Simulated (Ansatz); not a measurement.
Input file:

```
crystal:
  periodic: [false, false, false]
  atoms:
    - {symbol: C, position_ang: [2.741944, 0.783564, 0.608232]}
    - {symbol: F, position_ang: [3.056139, 0.604848, 1.893299]}
    - {symbol: F, position_ang: [3.411511, 1.849773, 0.164470]}
    - {symbol: F, position_ang: [3.167279, -0.283101, -0.072444]}
    - {symbol: F, position_ang: [0.092146, -0.265804, 0.929697]}
    - {symbol: F, position_ang: [0.519555, 1.235444, -1.147746]}
    - {symbol: F, position_ang: [0.386062, 2.300371, 1.219256]}
    - {symbol: Si, position_ang: [0.859859, 1.022992, 0.393865]}
basis:
  gaussian:
    orbitals: def2-SVPD
output:
  forces: true
  orbitals: {seedname: orbitals}
hamiltonian:
  xc: pbe0
```

Run with:

```sh
ansatz run input.yaml --threads 2 --pin off --max-ram 5220MiB --events-out events.jsonl --progress --plain --runs-dir runs
```

Geometry: PBE0-D4/def2-SVP.

Computed with Ansatz, isolated molecule in a Gaussian basis; Kohn-Sham density functional theory, functional PBE0.

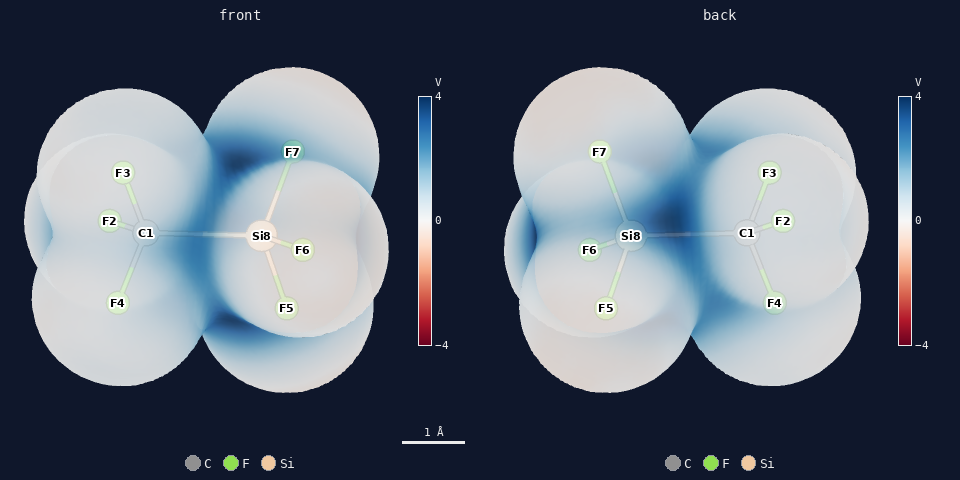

CF6Si (SMILES FC(F)(F)[Si](F)(F)F). The electrostatic potential painted on the density surface at 0.004 e/bohr³, seen from the front and from behind; the colour scale runs from red (negative) to blue (positive).

Q: Describe the electrostatic potential map.

A: The most negative region (about −0.3 V) lies over F5, F6 and F7, the most positive (about +3.8 V) over Si8.

Q: What dipole moment does the calculation give?

A: Its dipole moment is 0.19 D.
